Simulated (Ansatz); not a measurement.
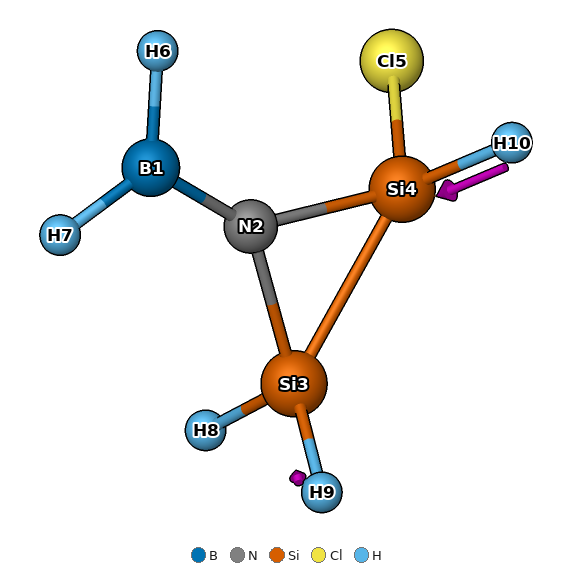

The arrows show one normal mode. Harmonic vibrations computed with RKS PBE0-D4/def2-TZVP (Ansatz 0.2.0) at a stationary point of the same level.

Q: What kind of motion is it?

A: Mostly Si–H stretching.

Q: At what wavenumber does it lie?

A: 2255 cm⁻¹; it is mode 22 of 24 counted from the lowest.
